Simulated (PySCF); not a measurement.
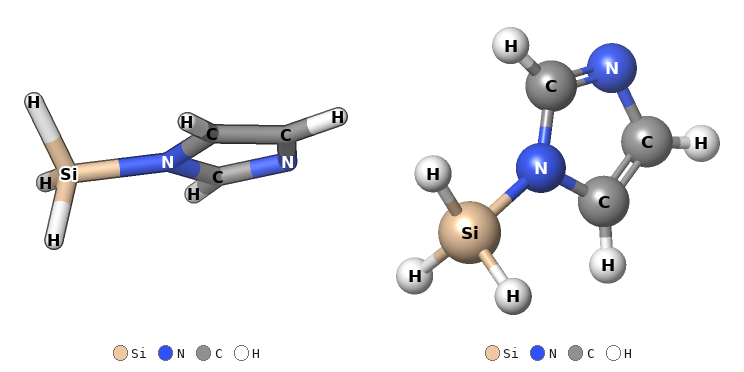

Two views of one molecule.

Geometry: a frame of a GFN2-xTB molecular-dynamics simulation, not a minimum.

Description:

The molecule is C₃H₆N₂Si. SMILES: `[SiH3]n1ccnc1`. Independent rings (smallest set): 1 of 5 members, 1 of them aromatic. Among its groups: Si–H bond, Si–N bond. Coordination: 1 Si tetrahedral; 1 N trigonal planar; 3 C trigonal planar; 1 N bent.
